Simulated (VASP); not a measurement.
Band structure of Cu₃Au (L1_2). These are PW91 GGA, VASP's PBE PAW potentials (set 64) (plane waves; VASP 6.6.1) values and carry that method's errors.

Unless said otherwise, spin-orbit coupling is left out, though it shifts the bands of the heavy elements here.

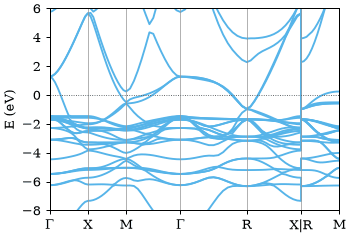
Bands along high-symmetry lines, zero at the valence-band maximum or, without a gap, the Fermi level

### Question
Read the plot: is there a gap, and where are the band edges?

### Answer
It has no gap at this level: it comes out as a metal or semimetal. (Edges off the drawn lines would not show.)

The compound is Cu3Au in the L1_2 structure. It was relaxed first.
